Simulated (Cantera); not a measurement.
Input: 1 mol SiCl4, 1.9 mol Cl2, 14 mol H2, held at 97.5 Torr.

Method: chemical equilibrium by Gibbs-energy minimisation in Cantera with the NASA 1993 tables (ideal gas, pure condensed phases). Candidate condensed phases: Si; 19 gas species. The tables' values for SiCl3 are old estimates; treat these amounts as uncertain. Kinetics and transport are ignored.

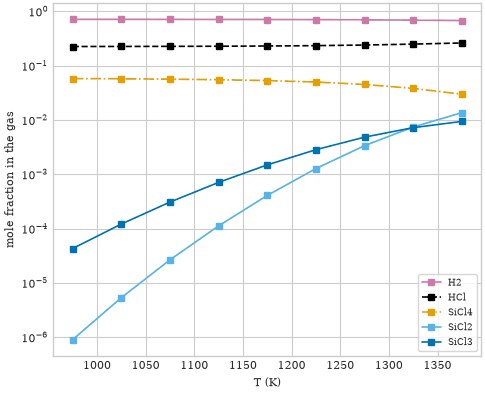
Figure. Equilibrium gas composition (values under 1e-9 drawn at 1e-9)

From 975 K to 1375 K nothing is condensed. The main Si-bearing gas is SiCl4 throughout.
